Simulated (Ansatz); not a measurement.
The calculation's input:

```
crystal:
  periodic: [false, false, false]
  atoms:
    - symbol: F
      position_ang: [0.122458, -2.543571, -0.648851]
    - symbol: F
      position_ang: [1.064625, -4.728816, 1.029051]
    - symbol: Ga
      position_ang: [-0.020187, -3.356884, 0.898494]
    - symbol: P
      position_ang: [-1.565184, -2.783596, 2.512650]
    - symbol: H
      position_ang: [-1.278814, -1.392768, 2.347996]
    - symbol: H
      position_ang: [-0.602780, -2.965162, 3.553947]
basis:
  gaussian:
    orbitals: def2-TZVPD
hamiltonian:
  xc: {name: PBE0}
output: {forces: true, orbitals: {seedname: orbitals}}
```

Command:

```sh
ansatz run input.yaml --threads 2 --pin off --max-ram 4350MiB --events-out events.jsonl --progress --plain --runs-dir runs
```

Geometry: B3LYP-D3(BJ)/def2-SVP.

The calculation used isolated molecule in a Gaussian basis; Kohn-Sham density functional theory, functional PBE0 (Ansatz 0.2.0).

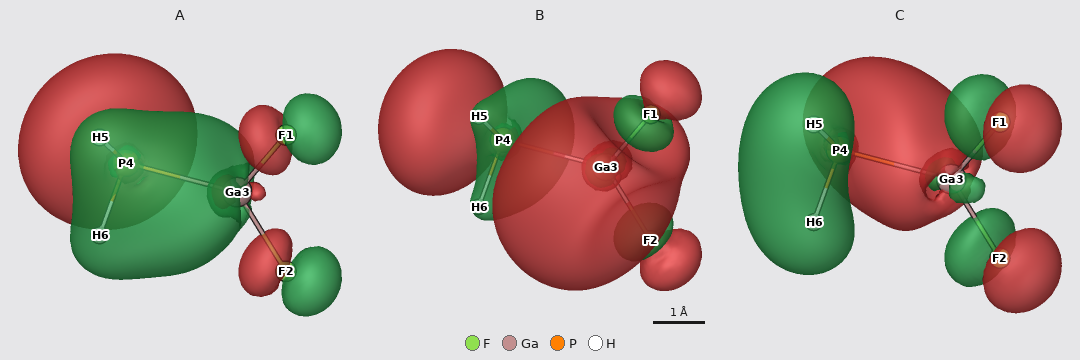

F$_{2}$GaH$_{2}$P (SMILES [F][Ga]([F])[PH2]). Three frontier orbitals at ±0.06 Å⁻³ᐟ² (green and red are the two phases), in no order.

Question: Which picture is the HOMO−1, the HOMO and the LUMO?

Answer: C is the HOMO−1 (−10.04 eV). By Hirshfeld shares it lies mainly on P4 (about 50 %), Ga3 (about 15 %), F2 (about 10 %), F1 (about 10 %), H5 (about 10 %) and H6 (about 10 %). A is the HOMO (−8.63 eV). Its weight (Hirshfeld) is mainly on P4 (about 70 %) and Ga3 (about 15 %); largely a lone pair of P4. B is the LUMO (−1.69 eV). Its weight (Hirshfeld) is mainly on Ga3 (about 50 %), P4 (about 30 %), F2 (about 10 %) and F1 (about 10 %).

Question: What is the HOMO–LUMO gap?

Answer: 6.94 eV between the orbital energies.
